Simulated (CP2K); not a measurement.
# BBrCl2 (bromodichloroborane) at Pade/SZV-MOLOPT-SR-GTH (core potential)

Aim: the vertical singlet–triplet gap of BBrCl2 (bromodichloroborane) at Pade/SZV-MOLOPT-SR-GTH (core potential), from 2 runs. 

Program for the calculation: CP2K 2026.2.

3 further runs of the same task are left out: 2 that didn't finish, 1 set aside as unsound or not needed.

### 1 Starting point

The species is BBrCl2 (4 atoms), meant as a singlet with charge 0. SMILES: `ClB(Cl)Br`. The shape is that of a PBE0-D4/def2-TZVP optimisation.

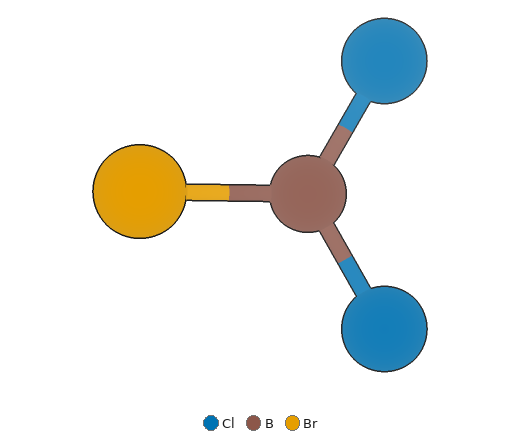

Viewed from a chosen angle; chlorine blue, boron brown, bromine amber.

### 2 A single-point energy at Pade/SZV-MOLOPT-SR-GTH (core potential)

The input, molecule.inp:

```
&GLOBAL
    PROJECT molecule
    RUN_TYPE ENERGY
    PRINT_LEVEL MEDIUM
&END GLOBAL

&FORCE_EVAL
    METHOD Quickstep
    &DFT
        BASIS_SET_FILE_NAME BASIS_MOLOPT
        POTENTIAL_FILE_NAME GTH_POTENTIALS
        &QS
            METHOD GPW
            EPS_DEFAULT 1.0E-10
        &END QS
        &MGRID
            CUTOFF 400
            REL_CUTOFF 50
            NGRIDS 4
        &END MGRID
        &POISSON
            PERIODIC NONE
            POISSON_SOLVER MULTIPOLE
        &END POISSON
        &SCF
            SCF_GUESS ATOMIC
            EPS_SCF 1.0E-06
            MAX_SCF 40
            &OT
                MINIMIZER DIIS
                PRECONDITIONER FULL_ALL
            &END OT
            &OUTER_SCF
                EPS_SCF 1.0E-06
                MAX_SCF 5
            &END OUTER_SCF
        &END SCF
        &XC
            &XC_FUNCTIONAL PADE
            &END XC_FUNCTIONAL
        &END XC
        &PRINT
            &MOMENTS
                PERIODIC F
                REFERENCE COM
                MAX_MOMENT 1
            &END MOMENTS
            &MO_CUBES
                NLUMO 5
                NHOMO -1
                WRITE_CUBE F
            &END MO_CUBES
            &HIRSHFELD OFF
            &END HIRSHFELD
        &END PRINT
    &END DFT
    &SUBSYS
        &CELL
            ABC 8.6 9.7 9.7
            PERIODIC NONE
        &END CELL
        &COORD
            Cl     5.095100     5.860050     6.199200
            B      4.550200     5.155950     4.710500
            Cl     4.957300     3.514850     4.322800
            Br     3.504900     6.185150     3.500800
        &END COORD
        &KIND Cl
            BASIS_SET SZV-MOLOPT-SR-GTH-q7
            POTENTIAL GTH-PADE-q7
        &END KIND
        &KIND B
            BASIS_SET SZV-MOLOPT-SR-GTH-q3
            POTENTIAL GTH-PADE-q3
        &END KIND
        &KIND Br
            BASIS_SET SZV-MOLOPT-SR-GTH-q7
            POTENTIAL GTH-PADE-q7
        &END KIND
    &END SUBSYS
&END FORCE_EVAL
```

Command:

```bash
OMP_NUM_THREADS=1 cp2k.psmp molecule.inp > molecule.out
```

Log, shortened:

```text
CP2K| version string:                                       CP2K version 2026.2
[...]
 GLOBAL| Method name                                                        CP2K
[...]
 GLOBAL| Run type                                                         ENERGY
[...]
 DFT| Spin restricted Kohn-Sham (RKS) calculation                            RKS
 DFT| Multiplicity                                                             1
[...]
 DFT| Charge                                                                   0
[...]
 FUNCTIONAL| PADE:
 QS| Method:                                                                 GPW
[...]
 QS| Density cutoff [a.u.]:                                                200.0
[...]
 QS| Relative density cutoff [a.u.]:                                        25.0
[...]
                             - Atoms:                                          4
[...]
                             - Spherical basis functions:                     16
[...]
 Number of electrons:                                                         24
[...]
     1 OT DIIS     0.15E+00    0.2     0.23418116       -45.5820903697 -4.56E+01
[...]
    17 OT DIIS     0.15E+00    0.3     0.00000070       -46.2242497638 -6.70E-12
  *** SCF run converged in    17 steps ***
[...]
  Overlap energy of the core charge distribution:               0.00000084645203
  Self energy of the core charge distribution:               -100.92366679974242
  Core Hamiltonian energy:                                     23.76188211254284
  Hartree energy:                                              40.26240536333745
  Exchange-correlation energy:                                 -9.32487128638865
  Total energy:                                               -46.22424976379876
[...]
                     Mulliken Population Analysis
 #  Atom  Element  Kind  Atomic population                           Net charge
       1     Cl       1          7.040520                             -0.040520
       2     B        2          2.889718                              0.110282
       3     Cl       1          7.040284                             -0.040284
       4     Br       3          7.029478                             -0.029478
 # Total charge                             24.000000                 -0.000000
[...]
  Dipole moment [Debye]
    X=  0.3914994E-01 Y= -0.3997710E-01 Z=  0.4430469E-01  Total=      0.0713708
[...]
 HOMO - LUMO gap [eV] :    4.658837
 ENERGY| Total FORCE_EVAL ( QS ) energy [hartree]            -46.224249763798760
[...]
```

Wall time 6 s (1 thread of Arm Neoverse V1, shared host); peak memory 0.62 GiB.

### 3 The triplet, same level

The input, calc.inp:

```
&GLOBAL
  PROJECT_NAME calc
  RUN_TYPE ENERGY
  PRINT_LEVEL MEDIUM
&END GLOBAL

&FORCE_EVAL
  METHOD QS
  &DFT
    BASIS_SET_FILE_NAME BASIS_MOLOPT
    POTENTIAL_FILE_NAME GTH_POTENTIALS
    MULTIPLICITY 3
    UKS T
    &QS
      METHOD GPW
      EPS_DEFAULT 1.0E-10
    &END QS
    &MGRID
      CUTOFF 400
      REL_CUTOFF 50
      NGRIDS 4
    &END MGRID
    &POISSON
      PERIODIC NONE
      POISSON_SOLVER MULTIPOLE
    &END POISSON
    &SCF
      SCF_GUESS ATOMIC
      EPS_SCF 1.0E-06
      MAX_SCF 30
      &OT
        MINIMIZER DIIS
        PRECONDITIONER FULL_ALL
      &END OT
      &OUTER_SCF
        EPS_SCF 1.0E-06
        MAX_SCF 8
      &END OUTER_SCF
    &END SCF
    &XC
      &XC_FUNCTIONAL PADE
      &END XC_FUNCTIONAL
    &END XC
    &PRINT
      &MOMENTS
        PERIODIC F
        REFERENCE COM
        MAX_MOMENT 1
      &END MOMENTS
      &MO_CUBES
        NLUMO 3
        NHOMO -1
        WRITE_CUBE F
      &END MO_CUBES
      &HIRSHFELD OFF
      &END HIRSHFELD
    &END PRINT
  &END DFT
  &SUBSYS
    &CELL
      ABC 8.6 9.7 9.7
      PERIODIC NONE
    &END CELL
    &COORD
      Cl     0.582100     0.666000     1.510800
      B      0.037200    -0.038100     0.022100
      Cl     0.444300    -1.679200    -0.365600
      Br    -1.008100     0.991100    -1.187600
    &END COORD
    &TOPOLOGY
      &CENTER_COORDINATES
      &END CENTER_COORDINATES
    &END TOPOLOGY
    &KIND Cl
      BASIS_SET SZV-MOLOPT-SR-GTH-q7
      POTENTIAL GTH-PADE-q7
    &END KIND
    &KIND B
      BASIS_SET SZV-MOLOPT-SR-GTH-q3
      POTENTIAL GTH-PADE-q3
    &END KIND
    &KIND Br
      BASIS_SET SZV-MOLOPT-SR-GTH-q7
      POTENTIAL GTH-PADE-q7
    &END KIND
  &END SUBSYS
&END FORCE_EVAL
```

Command:

```bash
OMP_NUM_THREADS=1 cp2k.psmp -i calc.inp -o calc.out
```

Log, shortened:

```text
CP2K| version string:                                       CP2K version 2026.2
[...]
 GLOBAL| Method name                                                        CP2K
[...]
 GLOBAL| Run type                                                         ENERGY
[...]
 DFT| Spin unrestricted (spin-polarized) Kohn-Sham calculation               UKS
 DFT| Multiplicity                                                             3
[...]
 DFT| Charge                                                                   0
[...]
 FUNCTIONAL| PADE:
 QS| Method:                                                                 GPW
[...]
 QS| Density cutoff [a.u.]:                                                200.0
[...]
 QS| Relative density cutoff [a.u.]:                                        25.0
[...]
                             - Atoms:                                          4
[...]
                             - Spherical basis functions:                     16
[...]
 Number of electrons:                                                         13
[...]
     1 OT DIIS     0.15E+00    0.5     0.10046284       -45.4428777998 -4.54E+01
[...]
    23 OT DIIS     0.15E+00    0.7     0.00000057       -46.0361549751 -5.79E-10
  *** SCF run converged in    23 steps ***
[...]
  Overlap energy of the core charge distribution:               0.00000084645203
  Self energy of the core charge distribution:               -100.92366679974242
  Core Hamiltonian energy:                                     24.07877567212500
  Hartree energy:                                              40.16134591402050
  Exchange-correlation energy:                                 -9.35261060799061
  Total energy:                                               -46.03615497513550
[...]
                     Mulliken Population Analysis
 #  Atom  Element  Kind  Atomic population (alpha,beta) Net charge  Spin moment
       1     Cl       1         3.670696     3.333916    -0.004612     0.336780
       2     B        2         1.982629     1.067416    -0.050045     0.915213
       3     Cl       1         3.670738     3.334209    -0.004948     0.336529
       4     Br       3         3.675936     3.264459     0.059605     0.411477
 # Total charge and spin       13.000000    11.000000     0.000000     2.000000
[...]
 HOMO - LUMO gap [eV] :    0.289460
 ENERGY| Total FORCE_EVAL ( QS ) energy [hartree]            -46.036154975135503
[...]
```

Wall time 36 s (1 thread of Arm Neoverse V1, shared host); peak memory 0.68 GiB.

### 4 Results

At Pade/SZV-MOLOPT-SR-GTH (core potential):

| quantity | value |
| --- | --- |
| singlet: total energy | -46.22425 Eh |
| singlet: dipole moment | 0.07 D |
| singlet: HOMO energy | -7.23 eV |
| singlet: LUMO energy | -2.57 eV |
| singlet: HOMO–LUMO gap | 4.66 eV |
| triplet: total energy | -46.03615 Eh |
| triplet: dipole moment | 0.54 D |
| triplet: HOMO energy (highest over α and β) | -1.71 eV |
| triplet: ⟨S²⟩ | 2.002 |
| vertical energy of the triplet above the singlet | 5.118 eV |

**Reading.** At this shape the triplet lies 5.12 eV (118 kcal/mol) above the singlet. In a minimal basis such a difference can be off by several eV, whatever the method.
